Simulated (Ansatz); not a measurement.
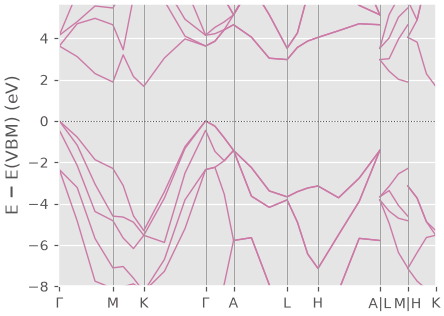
Band structure from HSE06 (plane waves, PAW; program Ansatz)

Q: Read off the gap and where the band edges lie.

A: About 1.7 eV (1.68 eV among the points solved); maximum at Γ, minimum at K.

Q: Pick the material that matches.
A) GaAs, wurtzite
B) ZnO, wurtzite
C) BP, wurtzite
D) GaN, wurtzite

A: C, BP, wurtzite

Space group P6_3mc (wurtzite). The workflow started from a Materials Project entry (that database holds measured and hypothetical structures alike); the Crystallography Open Database copy checked does not list it. It is not the phase usual at ambient conditions (space group No. 216). The cell was relaxed with HSE06 under the symmetry of its start; its stability against distortions is not shown here. The hybrid was solved on a coarse mesh, the path and, where they were found, the r²SCAN edge points; its band edges are the extreme levels among these.

Potentials: the earlier of the program's two PAW sets.
